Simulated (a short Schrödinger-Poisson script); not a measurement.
Stack: MOS inversion layer, Al2O3 on p-type Ge(111), at 300 K.

| layer | material | thickness (nm) | Na (cm⁻³) |
|---|---|---|---|
| 1 | Al2O3 | 1.8 | - |
| 2 | Ge | 770 | 2.9e17 |

Constants are typed, rounded textbook-type inputs, not results; the design itself was drawn at random and stands for no fabricated device. Al2O3: permittivity 9, conduction-band edge (eV) 2.65, gap (eV) 6.8, electron mass (mₑ) 0.3. Ge: permittivity 16, conduction-band edge (eV) 0, gap (eV) 0.664, Nv at 300 K (cm⁻³) 6e18.

Channel valleys (confinement mass, in-plane density-of-states mass, number): L1 1.59, 0.08, 1; L3 0.09, 0.34, 3. At the gate the conduction-band edge of layer 1 lies 2.66 eV − eVg above the Fermi level of the channel; the field vanishes at the back. Gaps are held at their typed values at every temperature. Mesh 0.03 nm at interfaces.

Solved with a short Schrödinger-Poisson script written for these runs: 1D Poisson equation in equilibrium, electrons quantum, Hartree (BenDaniel-Duke, 12 states a valley, the channel's in-plane mass for all, wave functions free to enter the dielectric), parabolic valleys, classical holes, full ionisation, no traps, pinning or gate leakage.

Only gate voltages with over 1e8 electrons/cm² are shown.

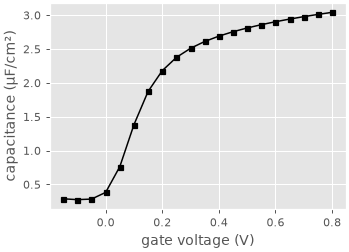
Quasi-static capacitance against gate voltage

```
Vg (V)  electrons (cm⁻²)  C (μF/cm²)  L1 E0 (meV)  L1 E1 (meV)  L3 E0 (meV)  L3 E1 (meV)
------  ----------------  ----------  -----------  -----------  -----------  -----------
-0.15             1.90e8       0.287        248.7        278.2        301.9        373.5
-0.1              1.02e9       0.275        203.6        234.5        259.1        334.7
-0.05             5.50e9       0.283        158.4        190.6        216.1        295.3
0                2.91e10       0.382        113.8        147.4        173.7        256.2
0.05             1.33e11       0.762         72.7        108.0        135.1        220.8
0.1              4.20e11        1.38         39.9         77.7        105.9        194.5
0.15             9.06e11        1.87         15.8         57.0         86.4        177.9
0.2              1.53e12        2.18         -2.7         42.3         72.9        167.3
0.25             2.23e12        2.38        -17.9         31.1         62.9        160.0
0.3              2.99e12        2.51        -31.3         22.0         54.8        154.6
0.35             3.78e12        2.61        -43.4         14.2         48.1        150.4
0.4              4.61e12        2.69        -54.6          7.3         42.2        147.2
0.45             5.45e12        2.75        -65.1          1.1         36.9        144.5
0.5              6.32e12        2.81        -75.2         -4.6         32.1        142.3
0.55             7.21e12        2.86        -84.7         -9.8         27.7        140.5
0.6              8.10e12        2.90        -93.9        -14.6         23.6        139.0
0.65             9.02e12        2.94       -102.8        -19.2         19.8        137.8
0.7              9.94e12        2.98       -111.4        -23.5         16.1        136.7
0.75             1.09e13        3.01       -119.7        -27.6         12.7        135.8
0.8              1.18e13        3.04       -127.8        -31.4          9.4        135.0
```

Subbands count from the Fermi level.

Only the L valleys are kept; under strong confinement the Δ valleys of Ge fill too.
